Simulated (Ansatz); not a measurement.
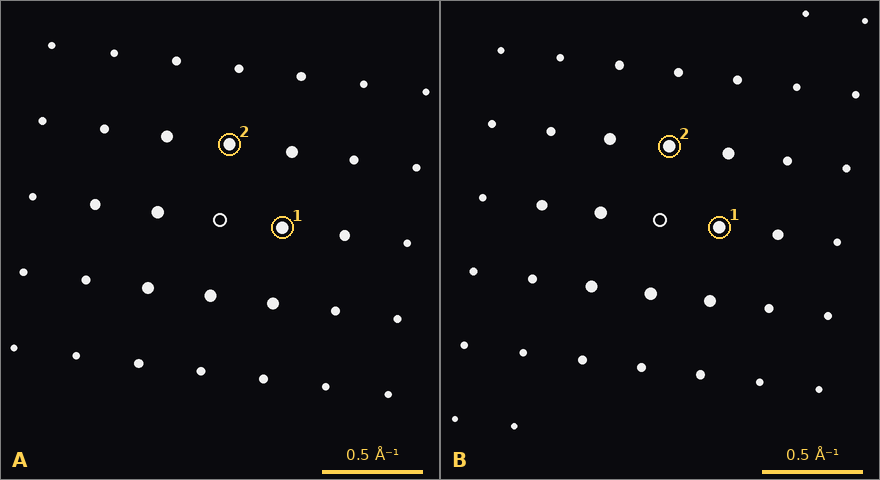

Kinematic electron diffraction patterns (120 kV, B = 0.5 Å², same scale) along [110] of the run's own cell, for the start and the end of one relaxation of GaH2 with Ansatz, DFT PBE, scalar-relativistic, plane waves, PAW. k mesh 18×18×14. The start is a generated model structure, and the relaxation ends in the nearest stationary point of its symmetry, not necessarily the ground state. Spot 1 is 0 0 -1 and spot 2 is -1 1 0 in both.

Start structure:

```
Ga H
1.0
     3.10016    0.00000    0.00000
    -1.55008    2.68482    0.00000
     0.00000    0.00000    3.34735
Ga H
1 2
Direct
  0.00000 0.00000 0.00000
  0.33333 0.66667 0.50000
  0.66667 0.33333 0.50000
```

Which pattern belongs to the start structure, and which to the relaxed one?

Answer. B is the start: its cell gives d(1) = 3.347 Å, d(2) = 2.685 Å and an angle of 90.0°. A is the relaxed structure, with d(1) = 3.172 Å (-5.2 %), d(2) = 2.616 Å (-2.5 %) and 90.0°.

What did the relaxation do to the structure and the energy?

Answer. The volume changed by -10.0 % to 8.36 Å³ an atom; the fractional coordinates hardly changed; the space group stayed P6/mmm (No. 191); the free energy fell by 15 meV an atom. Relaxed cell: a = 3.021 Å, b = 3.021 Å, c = 3.172 Å, α = 90.00°, β = 90.00°, γ = 120.00°.
